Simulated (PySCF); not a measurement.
# BSiH4 (SMILES B[SiH2]) at 6 levels

Wanted: a comparison of 6 runs (U-r2SCAN/STO-3G, UPBE/STO-3G, UPBE0/STO-3G, USVWN5/STO-3G, NEVPT2(3,3)/STO-3G, UCCSD(T)/STO-3G) of BSiH4. The job is set up through a Python script.

The calculation is run with PySCF 2.14.0.

3 further runs of the same task are left out: 1 that didn't finish, 2 set aside as unsound or not needed.

## (1) Starting point

BSiH4 has 6 atoms, charge 0, and is taken as a doublet. SMILES: `B[SiH2]`. The B1–H4 distance was set to 1.766 Å, away from the relaxed value. At this shape a bond of the SMILES string is far longer than usual.

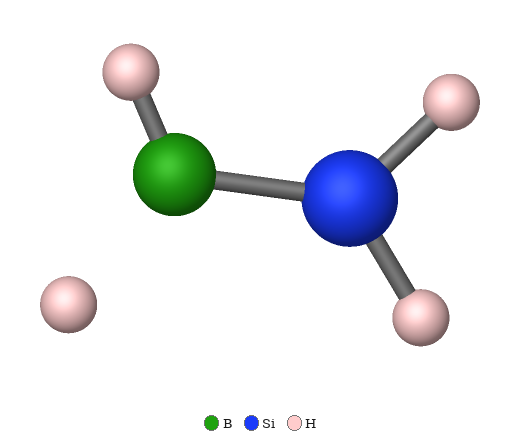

The structure, seen from a chosen angle (boron green, silicon blue, hydrogen pink).

## (2) The energy at U-r2SCAN/STO-3G (run 1)

Input file calc.py:

```python
from pyscf import gto, dft

mol = gto.Mole()
mol.atom = '''
B     -0.688297    -1.310038     0.809256
Si    -0.672952     2.217647     0.418782
H     -2.062657    -2.306074     2.248528
H      1.355784    -3.259985    -0.968522
H      0.883596     3.784929    -1.274601
H     -2.222074     4.123265     1.729345
'''
mol.basis = 'sto-3g'
mol.verbose = 3
mol.max_memory = 1860
mol.unit = 'bohr'
mol.spin = 1
mol.build()

mf = dft.UKS(mol, xc='r2scan')
mf.grids.level = 5
mf.conv_tol = 1e-10
mf.kernel()
if not mf.converged:
    mf = mf.newton().run(mf.mo_coeff, mf.mo_occ)

e_tot = mf.e_tot
print('E(%s) = %.9f' % ('R2SCAN', e_tot))
```

Started as:

```bash
OMP_NUM_THREADS=1 python calc.py
```

Output:

```text
WARN: HOMO -0.142683780601191 >= LUMO -0.14268378060119

converged SCF energy = -312.842276017838  <S^2> = 0.75734065  2S+1 = 2.0073272
E(R2SCAN) = -312.842276018
```

Wall time 6.9 s (1 thread of Arm Neoverse V2, shared host); peak memory 0.21 GiB.

## (3) The energy at UPBE/STO-3G (run 2)

Input file mol.xyz:

```xyz
6

B     -0.364231    -0.693242     0.428240
Si    -0.356111     1.173528     0.221610
H     -1.091511    -1.220322     1.189870
H      0.717450    -1.725110    -0.512520
H      0.467579     2.002898    -0.674490
H     -1.175871     2.181938     0.915130
```

Input file calc.py:

```python
from pyscf import gto, dft

mol = gto.M(
    atom='mol.xyz',
    verbose=3,
    max_memory=1860,
    charge=0,
    spin=1,
    basis='sto-3g',
)

mf = dft.UKS(mol)
mf.xc = 'pbe'
mf.grids.level = 5
mf.conv_tol = 1e-10
mf.kernel()
if not mf.converged:
    mf = mf.newton().run(mf.mo_coeff, mf.mo_occ)

energy = mf.e_tot
print('E = %.10f Eh' % energy)
```

Started as:

```bash
OMP_NUM_THREADS=1 python calc.py
```

Output:

```text
converged SCF energy = -312.676267706188  <S^2> = 0.7533527  2S+1 = 2.0033499
E = -312.6762677062 Eh
```

Run time: 3.9 s. Hardware: 1 thread of Arm Neoverse V2, shared host; peak memory 0.2 GiB.

Runs 3 to 5 aren't shown in full; the table further down has their settings and results.

## (4) The energy at UCCSD(T)/STO-3G (run 6)

Input file calc.py:

```python
from pyscf import gto, cc

mol = gto.M(
    atom='''
B       -0.364231      -0.693242       0.428240
Si      -0.356111       1.173528       0.221610
H       -1.091511      -1.220322       1.189870
H        0.717450      -1.725110      -0.512520
H        0.467579       2.002898      -0.674490
H       -1.175871       2.181938       0.915130
''',
    max_memory=1860,
    spin=1,
    basis='sto-3g',
    charge=0,
    verbose=4,
)

mf = mol.UHF()
mf.conv_tol = 1e-10
mf.kernel()
if not mf.converged:
    mf = mf.newton().run(mf.mo_coeff, mf.mo_occ)

mycc = cc.CCSD(mf, frozen=6)
mycc.kernel()
e_t = mycc.ccsd_t()
e_final = mycc.e_tot + e_t
print('E(%s) = %.9f' % ('CCSD(T)', e_final))
```

Started as:

```bash
OMP_NUM_THREADS=1 python calc.py
```

Output:

```text
PySCF version 2.14.0

[... 119 lines left out ...]
SCF not converged.
SCF energy = -312.093380249919 after 50 cycles  <S^2> = 0.86110104  2S+1 = 2.1081756
[... 50 lines left out ...]
converged SCF energy = -312.096492980616  <S^2> = 0.90834283  2S+1 = 2.1525267
[... 12 lines left out ...]
Init t2, MP2 energy = -0.0794093004553603
[... 17 lines left out ...]
UCCSD converged
[... 2 lines left out ...]
E(CCSD(T)) = -312.226609819
```

It took 0.88 s on 1 thread of Arm Neoverse V2, shared host; peak memory 0.12 GiB.

## (5) Overview of the runs

```csv
run,level,integration grid,active selection,energy (Eh),dipole moment (D) of the reference,HOMO energy (eV),LUMO energy (eV),wall time
1,U-r2SCAN/STO-3G,5,–,-312.842276,1.94,-3.18,-0.80,6.9 s
2,UPBE/STO-3G,5,–,-312.676268,1.96,-2.90,-1.31,3.9 s
3,UPBE0/STO-3G,5,–,-312.723458,1.83,-3.84,-0.04,4.2 s
4,USVWN5/STO-3G,5,–,-311.364804,1.98,-2.70,-1.55,2.3 s
5,"NEVPT2(3,3)/STO-3G",–,mp2 natural orbitals,-312.201938,1.21,–,–,0.7 s
6,UCCSD(T)/STO-3G,–,–,-312.226610,1.12,-5.93,5.15,0.88 s
```

## (6) Results

```
                                                         quantity          value
                                              run 6: total energy  -312.22661 Eh
                      run 6: dipole moment (Hartree–Fock density)         1.12 D
run 6: HOMO energy (Hartree–Fock orbitals) (highest over α and β)       -5.93 eV
 run 6: LUMO energy (Hartree–Fock orbitals) (lowest over α and β)        5.15 eV
               run 6: correlation energy (6 core orbitals frozen)     -130.1 mEh
                                            run 6: (T) correction      -1.59 mEh
                         run 6: ⟨S²⟩ of the reference determinant          0.908
                                             run 6: T1 diagnostic          0.044
```

In words: Over runs 1, 2, 3, 4 the dipole moment (its size) runs from 1.83 D (UPBE0/STO-3G) to 1.98 D (USVWN5/STO-3G). Totals of different functionals can't be ranked against each other. In runs 1, 2, 3, 4, 5, 6 the basis is minimal, so the values are rough. Spin contamination of the reference: run 6 ⟨S²⟩ = 0.91. All runs together took 19 s, the longest 6.9 s.
